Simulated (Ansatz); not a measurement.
# Diborane 1,1-di Cl (B₂H₄Cl₂): trial inputs and their diagnosis

2 inputs were typed for diborane 1,1-di Cl (B₂H₄Cl₂). Each is run as it stands; the log then has to tell whether the result can be used.

Program: Ansatz 0.2.0, Gaussian basis. Level of theory: the settings change from run to run. These are calculated values, not measurements.

1 further run of the same task is left out (it didn't finish).

### 1 The molecule

The geometry comes from an earlier relaxation with PBE0-D4/def2-SVP; it is a stationary point, not always the lowest conformer.

8 atoms, charge 0, spin multiplicity 1.

Atoms are counted from 1 here; the program's logs count them from 0.

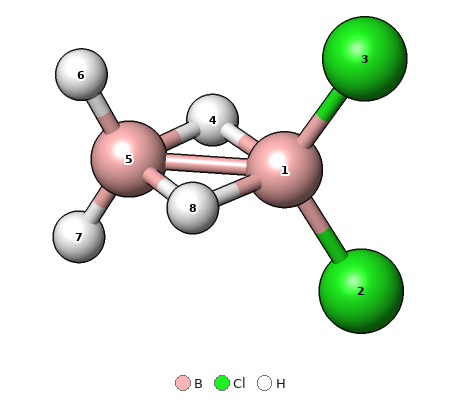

The geometry (boron pink, chlorine green, hydrogen white); atoms are numbered from 1 in the order of the file.

### 2 Input 1

File in.yaml:

```yaml
crystal:
  periodic: [false, false, false]
  atoms:
    - {symbol: B, position_ang: [0.457314, 0.370492, -0.493620]}
    - {symbol: Cl, position_ang: [2.279335, 0.059650, -0.415998]}
    - {symbol: Cl, position_ang: [-0.119599, 1.411294, -1.803801]}
    - {symbol: H, position_ang: [-0.163609, -0.882713, -0.508841]}
    - {symbol: B, position_ang: [-0.571436, -0.443766, 0.613476]}
    - {symbol: H, position_ang: [-1.757370, -0.252510, 0.496755]}
    - {symbol: H, position_ang: [-0.119539, -1.145871, 1.462958]}
    - {symbol: H, position_ang: [0.063709, 0.726752, 0.715807]}
basis:
  gaussian: {orbitals: cc-pVTZ-DK}
hamiltonian: {xc: {name: HF}}
correlation: {method: mp2, frozen_orbitals: {B: 0}}
scf: {omitted_lower_state_checks: [starts]}
output: {forces: true}
```

Run with:

```console
ansatz run in.yaml --threads 4 --pin off --events-out ev --progress --plain --max-ram 3916MiB
```

The log of the run:

```text
Functional definition: HF
  name "HF"
  cite "Fock, Z. Phys. 61, 126 (1930) doi:10.1007/BF01340294"
  parent pbe
  exchange = exact_x
  correlation = 0
these checks for a lower state are left out or cut short: starts
Error: "frozen_orbitals" has no count for Cl
```

It took 0.15 s on 4 threads of Intel Xeon at 2.50GHz, shared host.

Diagnosis: Refused before any calculation. Frozen orbitals are typed for one element alone, and the program wants a count for each. Its coordinates are also moved off the relaxed structure. To mend it, leave frozen_orbitals out, or give every element a count that its core really has.

### 3 Input 2

File in.yaml:

```yaml
crystal:
  periodic: [true, true, true]
  atoms:
    - {symbol: B, position_ang: [0.478556, 0.232807, -0.615114]}
    - {symbol: Cl, position_ang: [2.202780, 0.075334, -0.514137]}
    - {symbol: Cl, position_ang: [-0.305897, 1.540864, -1.787534]}
    - {symbol: H, position_ang: [-0.183003, -0.857762, -0.613525]}
    - {symbol: B, position_ang: [-0.629223, -0.499795, 0.699662]}
    - {symbol: H, position_ang: [-1.775931, -0.036850, 0.504249]}
    - {symbol: H, position_ang: [-0.058562, -1.022149, 1.429422]}
    - {symbol: H, position_ang: [0.293945, 0.663819, 0.695555]}
basis:
  gaussian: {orbitals: pcseg-2}
hamiltonian: {xc: {name: B97}}
scf: {omitted_lower_state_checks: [starts]}
output: {forces: true}
```

Same command.

The log of the run:

```text
Error: YAML parse error: error: line 2 column 3: crystal: missing field `lattice` (a structure is typed as `lattice` and `atoms`, a molecule's as `atoms` in Å alone, or read from a run's directory, `checkpoint`)
 --> <input>:2:3
  |
1 | crystal:
2 |   periodic: [true, true, true]
  |   ^ crystal: missing field `lattice` (a structure is typed as `lattice` and `atoms`, a molecule's as `atoms` in Å alone, or read from a run's directory, `checkpoint`)
3 |   atoms:
4 |     - {symbol: B, position_ang: [0.478556, 0.232807, -0.615114]}
  |
```

It took 0.05 s on 4 threads of Intel Xeon at 2.50GHz, shared host.

What is wrong: Refused before any calculation. The molecule is marked periodic without a cell. Its coordinates are also moved off the relaxed structure. Fix: set periodic to false, or give a lattice.

### 4 How the tries ended

```
input           level    ended                                                                                    cause    time
    1  MP2/cc-pVTZ-DK  refused  frozen orbitals are typed for one element alone, and the program wants a count for each  0.15 s
    2     B97/pcseg-2  refused                                           the molecule is marked periodic without a cell  0.05 s
```

In words: 2 refused. A refusal costs next to no computing time.
